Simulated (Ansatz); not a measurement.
# Calculations on CH5AlB

**1. Relaxation**

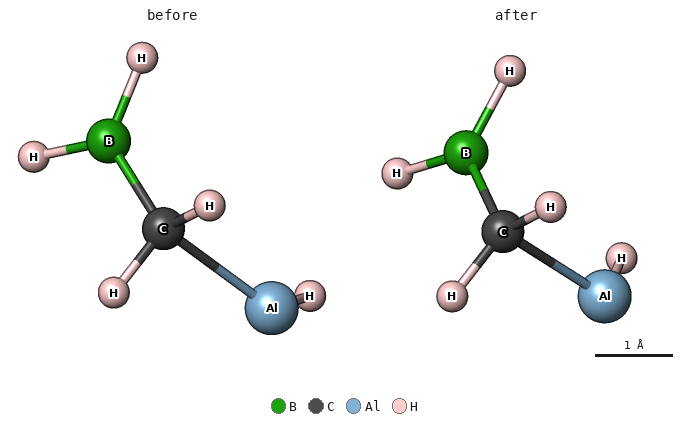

The structure of CH5AlB (multiplicity 2) before (left) and after (right) a relaxation, at one scale.

The picture is a ball-and-stick view, seen from a free direction.

The run prepares an end point of a later path (torsion) calculation, from a guessed geometry.

These are results of UKS PBE/def2-SVP (Ansatz), not measurements.

Input
```yaml
crystal:
  periodic: [false, false, false]
  atoms:
    - { symbol: B, position_ang: [-0.77094, 0.49258, -0.79173] }
    - { symbol: C, position_ang: [0.38285, 0.53452, 0.21464] }
    - { symbol: Al, position_ang: [0.93532, -1.22533, 1.09299] }
    - { symbol: H, position_ang: [-0.55973, 0.29653, -1.92904] }
    - { symbol: H, position_ang: [-1.87924, 0.62188, -0.42945] }
    - { symbol: H, position_ang: [0.19115, 1.13581, 1.117] }
    - { symbol: H, position_ang: [1.35428, 0.84273, -0.20289] }
    - { symbol: H, position_ang: [0.34633, -2.69872, 0.92846] }
magnetization:
  spin_polarized: true
  initial_magnetization: 1
basis:
  gaussian: { orbitals: def2-SVP }
hamiltonian:
  xc: pbe
relax:
  f_tol: 0.015
  max_steps: 40
```

Launched with:
```bash
ansatz run input.yaml --threads 1 --pin off --max-ram 2048MiB --backend cpu --events-out ev --progress --plain --runs-dir out
```

What changed between the two?

After 7 geometry steps the energy has fallen by 0.211 eV. The largest force component goes from 1.1 to 0.004 eV/Å. The atom that moves furthest after the best rigid fit is H8 (0.65 Å). By element the largest moves are H 0.65 Å, B 0.25 Å, C 0.22 Å, Al 0.21 Å. Near-neighbour distances that change, for instance: B1–H4 1.173 → 1.221 Å, Al3–H8 1.595 → 1.617 Å, C2–Al3 2.043 → 2.022 Å, C2–H6 1.101 → 1.110 Å. Among the angles between lasting bonds that change: B1–C2–Al3 117.6° → 94.1°, C2–Al3–H8 130.6° → 123.4°, B1–C2–H6 115.0° → 119.8°.

**2. Relaxation**

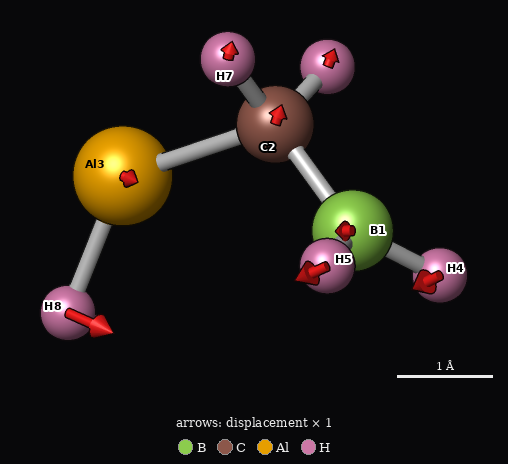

A relaxation of CH5AlB (multiplicity 2). The starting structure is drawn; red arrows show the displacements, at their true length. The two geometries are superimposed by the best rigid fit.

Style: ball-and-stick. Shown from a free direction.

The run prepares an end point of a later path (torsion) calculation, from a guessed geometry.

The calculation used UKS PBE/def2-SVP (Ansatz 0.2.0). Settings: collinear spin; force threshold 0.015 eV/Å; at most 40 steps.

### Atoms of which element are displaced furthest, and by how much?

Hydrogen: up to 0.66 Å, against 0.24 Å for boron.

### What did the optimiser do to the structure, and how much energy did it gain?

After 8 geometry steps the energy has fallen by 4.96 kcal/mol. The largest force component goes from 1.1 to 0.0046 eV/Å. An H atom moves most after the best rigid fit: 0.66 Å. By element the largest moves are H 0.66 Å, B 0.24 Å, C 0.23 Å, Al 0.22 Å. Near-neighbour distances that change, for instance: B–H 1.173 → 1.221 Å, Al–H 1.595 → 1.617 Å, Al–C 2.043 → 2.022 Å, C–H 1.101 → 1.110 Å. Bond angles that change, for instance: B–C–Al 117.6° → 94.1°, C–Al–H 130.6° → 123.5°, B–C–H 115.0° → 119.8°.

**3. Path**

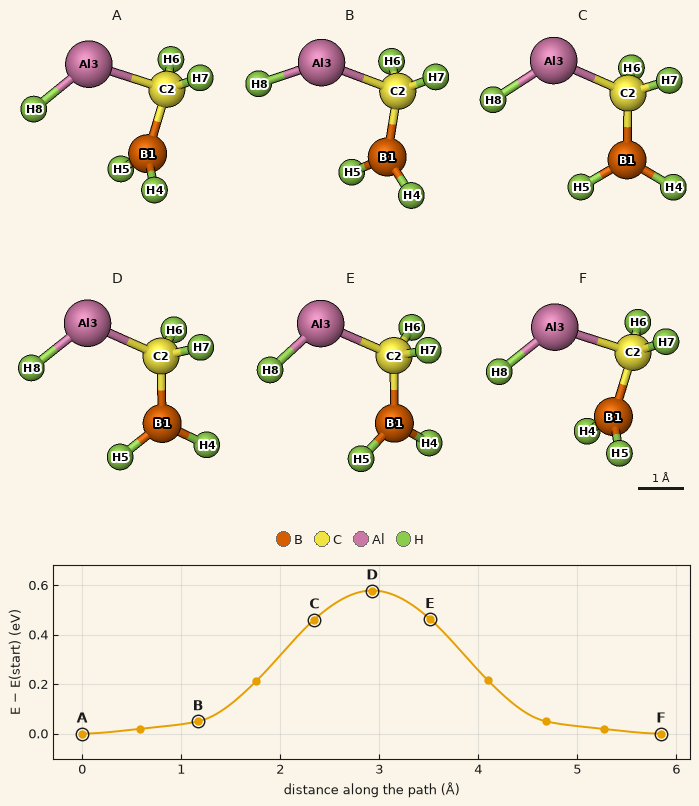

NEB run on CH5AlB (multiplicity 2). Images are numbered from 0 (start) to 10 (end). Frames A to F are images 0, 2, 4, 5, 6, 10. The picture is a ball-and-stick view, seen at a tilt.

The calculation used Ansatz, UKS PBE/def2-SVP.

Input
```yaml
crystal:
  periodic: [false, false, false]
  atoms:
    - { symbol: B, position_ang: [-0.669489, 0.309611, -0.659723] }
    - { symbol: C, position_ang: [0.476853, 0.734005, 0.252895] }
    - { symbol: Al, position_ang: [0.799094, -1.133745, 0.957555] }
    - { symbol: H, position_ang: [-0.448341, -0.087491, -1.793334] }
    - { symbol: H, position_ang: [-1.814406, 0.257894, -0.237634] }
    - { symbol: H, position_ang: [0.263428, 1.321275, 1.170589] }
    - { symbol: H, position_ang: [1.456036, 1.019116, -0.185581] }
    - { symbol: H, position_ang: [-0.063155, -2.420666, 0.495212] }
magnetization:
  spin_polarized: true
  initial_magnetization: 1
basis:
  gaussian: { orbitals: def2-SVP }
hamiltonian:
  xc: pbe
neb:
  order_check: false
  images: 9
  f_tol: 0.05
  max_iterations: 54
  initial_path: idpp
  final_atoms:
    - { symbol: B, position_ang: [-0.66937102, 0.31013954, -0.65990328] }
    - { symbol: C, position_ang: [0.47673481, 0.73434191, 0.25304031] }
    - { symbol: Al, position_ang: [0.79761372, -1.13366041, 0.95853707] }
    - { symbol: H, position_ang: [-1.81507573, 0.26101875, -0.23935212] }
    - { symbol: H, position_ang: [-0.44793401, -0.09011374, -1.79247034] }
    - { symbol: H, position_ang: [0.26376074, 1.32319753, 1.1696193] }
    - { symbol: H, position_ang: [1.45659419, 1.01699989, -0.18530457] }
    - { symbol: H, position_ang: [-0.0623027, -2.42192447, 0.49581263] }
```

Run as
```bash
ansatz run input.yaml --threads 1 --pin off --max-ram 2048MiB --backend cpu --events-out ev --progress --plain --runs-dir out
```

Read off the barrier and say what moves.

Answer. The motion is a rotation about the B1–C2 bond by about 180°. No bond forms or breaks between the ends. Among the angles between lasting bonds that change up to the highest image: B1–C2–Al3 94.1° → 118.5°, B1–C2–H6 119.8° → 107.6°. The barrier is about 0.58 eV in both directions, with image 5 at the top; the ends have the same energy. The band converged in 8 iterations. The largest component of the band force went from 2.7 to 0.041 eV/Å. The climbing image converged on the top of the path. Its vibrational analysis gives 2 imaginary modes over 30i cm⁻¹, so it isn't confirmed as a transition state.

The run took 3.1 min on 1 thread of Arm Neoverse V2, on a shared host, peak memory 0.15 GiB.
